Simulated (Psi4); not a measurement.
# HOF (hypofluorous acid): BLYP/aug-cc-pVTZ

What is the energy change on altering one bond length of HOF (hypofluorous acid) at BLYP/aug-cc-pVTZ? The job is set up through a QCSchema input.

Program for the calculation: Psi4 1.11.

## 1. The system as given

The species is HOF (3 atoms), meant as a singlet with charge 0. SMILES: `OF`. Geometry: relaxed at PBE0-D4/def2-TZVP.

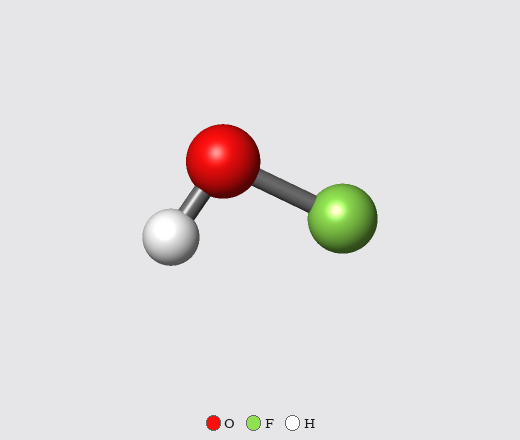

The structure, seen from a chosen angle (oxygen red, fluorine green, hydrogen white).

## 2. Energy and forces at BLYP/aug-cc-pVTZ

The input, fho.json:

```json
{
 "schema_name": "qcschema_input",
 "schema_version": 1,
 "molecule": {
  "schema_name": "qcschema_molecule",
  "schema_version": 2,
  "symbols": ["O", "F", "H"],
  "geometry": [0.81369717, -0.39748499, 0.40880445, -0.41934912, 1.91735392, -0.02074919, -0.39436694, -1.51986893, -0.38805526],
  "molecular_charge": 0,
  "molecular_multiplicity": 1,
  "fix_symmetry": "c1",
  "fix_com": true,
  "fix_orientation": true
 },
 "driver": "gradient",
 "model": {
  "method": "blyp",
  "basis": "aug-cc-pVTZ"
 },
 "keywords": {
  "puream": true,
  "e_convergence": 1e-09,
  "d_convergence": 1e-08,
  "scf_type": "pk",
  "dft_radial_points": 99,
  "dft_spherical_points": 590
 }
}
```

Command:

```console
$ psi4 --qcschema fho.json -n 1 --memory 1600MB
```

stdout:

```text
[...]
  Running in c1 symmetry.
[...]
  Nuclear repulsion =   34.062701197293578
[...]
  Multiplicity = 1
[...]
  Nalpha       = 9
  Nbeta        = 9
[...]
    Number of basis functions: 115
[...]
   @RKS iter   1:  -175.50805938860304   -2.11830e-01   4.68120e-03 ADIIS/DIIS
[...]
   @RKS iter  10:  -175.60363194634604   -9.35074e-12   5.80397e-09 DIIS
[...]
    Orbital Energies [Eh]
    ---------------------
    Doubly Occupied:
       1A    -24.337182     2A    -18.888015     3A     -1.160284
       4A     -0.889533     5A     -0.529212     6A     -0.451887
       7A     -0.416314     8A     -0.330503     9A     -0.264534
[...]
  @RKS Final Energy:  -175.60363194634604
   => Energetics <=
    Nuclear Repulsion Energy =             34.0627011972935776
    One-Electron Energy =                -310.9372879113208228
    Two-Electron Energy =                 120.5657779899906643
    DFT Exchange-Correlation Energy =     -19.2948232223094429
    Empirical Dispersion Energy =           0.0000000000000000
    VV10 Nonlocal Energy =                  0.0000000000000000
    Total Energy =                       -175.6036319463460416
[...]
 Multipole Moments:
 ------------------------------------------------------------------------------------
     Multipole            Electronic (a.u.)      Nuclear  (a.u.)        Total (a.u.)
 ------------------------------------------------------------------------------------
 L = 1.  Multiply by 2.5417464519 to convert [e a0] to [Debye]
 Dipole X            :         -2.6671377            2.3410683           -0.3260694
 Dipole Y            :        -13.1486916           12.5564364           -0.5922552
 Dipole Z            :         -2.9428051            2.6956376           -0.2471675
 Magnitude           :                                                    0.7198467
[...]
  -Total Gradient:
     Atom            X                  Y                   Z
    ------   -----------------  -----------------  -----------------
       1       -0.023878787990     0.025082350956    -0.010508572501
       2        0.016855924780    -0.033306086843     0.005687746350
       3        0.007023710800     0.008223996561     0.004821326810
[...]
```

The result, in JSON:

```text
{
 "driver": "gradient",
 "model": {
  "method": "blyp",
  "basis": "aug-cc-pVTZ"
 },
 "success": true,
 "return_result": [-0.023878787990165684, 0.02508235095615076, -0.010508572501423091, 0.01685592478029537, -0.03330608684327355, 0.005687746350444028, 0.007023710799553412, 0.00822399656143763, 0.004821326809622453],
 "properties": {
  "calcinfo_nbasis": 115,
  "calcinfo_nmo": 115,
  "calcinfo_nalpha": 9,
  "calcinfo_nbeta": 9,
  "calcinfo_natom": 3,
  "nuclear_repulsion_energy": 34.06270119729358,
  "return_energy": -175.60363194634604,
  "return_gradient": [-0.023878787990165684, 0.02508235095615076, -0.010508572501423091, 0.01685592478029537, -0.03330608684327355, 0.005687746350444028, 0.007023710799553412, 0.00822399656143763, 0.004821326809622453],
  "scf_one_electron_energy": -310.9372879113208,
  "scf_two_electron_energy": 120.56577798999066,
  "scf_xc_energy": -19.294823222309443,
  "scf_dipole_moment": [-0.3260693639083283, -0.5922551885859484, -0.24716749690123319],
  "scf_total_energy": -175.60363194634604,
  "scf_total_gradient": [-0.023878787990165684, 0.02508235095615076, -0.010508572501423091, 0.01685592478029537, -0.03330608684327355, 0.005687746350444028, 0.007023710799553412, 0.00822399656143763, 0.004821326809622453],
  "scf_iterations": 10
 }
}
```

Run time: 36 s. Hardware: 1 thread of Intel Xeon Platinum 8259CL at 2.50GHz (Skylake/Cascade Lake), shared host; peak memory 0.67 GiB.

## 3. The distorted shape, same level

Edit fho.json of step 2 so:

```diff
@@ -7,3 +7,3 @@
   "symbols": ["O", "F", "H"],
-  "geometry": [0.81369717, -0.39748499, 0.40880445, -0.41934912, 1.91735392, -0.02074919, -0.39436694, -1.51986893, -0.38805526],
+  "geometry": [0.99487466, -0.22915764, 0.52831262, -0.23817163, 2.08568128, 0.09875898, -0.39436694, -1.51986893, -0.38805526],
   "molecular_charge": 0,
```

Command:

```console
$ psi4 --qcschema fho.json -n 1 --memory 1600MB
```

stdout:

```text
[...]
  Running in c1 symmetry.
[...]
  Nuclear repulsion =   33.360956476562173
[...]
  Multiplicity = 1
[...]
  Nalpha       = 9
  Nbeta        = 9
[...]
    Number of basis functions: 115
[...]
   @RKS iter   1:  -175.50979291612785   -2.56975e-01   4.29736e-03 DIIS/ADIIS
[...]
   @RKS iter  10:  -175.59325912851853   -5.22959e-12   6.45862e-09 DIIS
[...]
    Orbital Energies [Eh]
    ---------------------
    Doubly Occupied:
       1A    -24.333657     2A    -18.896025     3A     -1.152869
       4A     -0.862183     5A     -0.512740     6A     -0.447532
       7A     -0.412377     8A     -0.324442     9A     -0.259337
[...]
  @RKS Final Energy:  -175.59325912851853
   => Energetics <=
    Nuclear Repulsion Energy =             33.3609564765621727
    One-Electron Energy =                -309.6846431953199499
    Two-Electron Energy =                 119.9683344404780883
    DFT Exchange-Correlation Energy =     -19.2379068502388719
    Empirical Dispersion Energy =           0.0000000000000000
    VV10 Nonlocal Energy =                  0.0000000000000000
    Total Energy =                       -175.5932591285185254
[...]
 Multipole Moments:
 ------------------------------------------------------------------------------------
     Multipole            Electronic (a.u.)      Nuclear  (a.u.)        Total (a.u.)
 ------------------------------------------------------------------------------------
 L = 1.  Multiply by 2.5417464519 to convert [e a0] to [Debye]
 Dipole X            :         -5.7681476            5.4210857           -0.3470619
 Dipole Y            :        -16.0375091           15.4180015           -0.6195077
 Dipole Z            :         -4.9891506            4.7272765           -0.2618741
 Magnitude           :                                                    0.7568486
[...]
  -Total Gradient:
     Atom            X                  Y                   Z
    ------   -----------------  -----------------  -----------------
       1        0.032733741395     0.076324272001     0.026683706078
       2        0.016232106080    -0.033677565265     0.005299343840
       3       -0.048965200647    -0.042645716052    -0.031982580035
[...]
```

The result, in JSON:

```text
{
 "driver": "gradient",
 "model": {
  "method": "blyp",
  "basis": "aug-cc-pVTZ"
 },
 "success": true,
 "return_result": [0.03273374139528179, 0.07632427200088636, 0.02668370607767699, 0.01623210608020336, -0.03367756526512701, 0.005299343840053646, -0.04896520064734622, -0.04264571605196957, -0.03198258003505827],
 "properties": {
  "calcinfo_nbasis": 115,
  "calcinfo_nmo": 115,
  "calcinfo_nalpha": 9,
  "calcinfo_nbeta": 9,
  "calcinfo_natom": 3,
  "nuclear_repulsion_energy": 33.36095647656217,
  "return_energy": -175.59325912851853,
  "return_gradient": [0.03273374139528179, 0.07632427200088636, 0.02668370607767699, 0.01623210608020336, -0.03367756526512701, 0.005299343840053646, -0.04896520064734622, -0.04264571605196957, -0.03198258003505827],
  "scf_one_electron_energy": -309.68464319531995,
  "scf_two_electron_energy": 119.96833444047809,
  "scf_xc_energy": -19.237906850238872,
  "scf_dipole_moment": [-0.3470619429870565, -0.6195076601679173, -0.2618740948259273],
  "scf_total_energy": -175.59325912851853,
  "scf_total_gradient": [0.03273374139528179, 0.07632427200088636, 0.02668370607767699, 0.01623210608020336, -0.03367756526512701, 0.005299343840053646, -0.04896520064734622, -0.04264571605196957, -0.03198258003505827],
  "scf_iterations": 10
 }
}
```

Run time: 33 s. Hardware: 1 thread of Intel Xeon Platinum 8259CL at 2.50GHz (Skylake/Cascade Lake), shared host; peak memory 0.68 GiB.

## 4. Results

At BLYP/aug-cc-pVTZ:

```
                                                         quantity          value
                                        first shape: total energy  -175.60363 Eh
                                       first shape: dipole moment         1.83 D
                                         first shape: HOMO energy       -7.20 eV
                                         first shape: LUMO energy       -2.84 eV
                                       first shape: HOMO–LUMO gap        4.36 eV
                            first shape: largest force on an atom     1.942 eV/Å
                                    distorted shape: total energy  -175.59326 Eh
                                   distorted shape: dipole moment         1.92 D
                                     distorted shape: HOMO energy       -7.06 eV
                                     distorted shape: LUMO energy       -2.76 eV
                                   distorted shape: HOMO–LUMO gap        4.29 eV
                        distorted shape: largest force on an atom     4.485 eV/Å
energy change with the O1–H3 bond stretched from 0.969 to 1.115 Å       0.282 eV
```

What this shows: With the O1–H3 bond stretched from 0.969 to 1.115 Å the energy rises by 0.28 eV (27.2 kJ/mol). The first shape isn't relaxed at this level, so the change isn't measured from a minimum. The largest force (first shape) is 1.94 eV/Å: the shape isn't a stationary point for this species at this level.
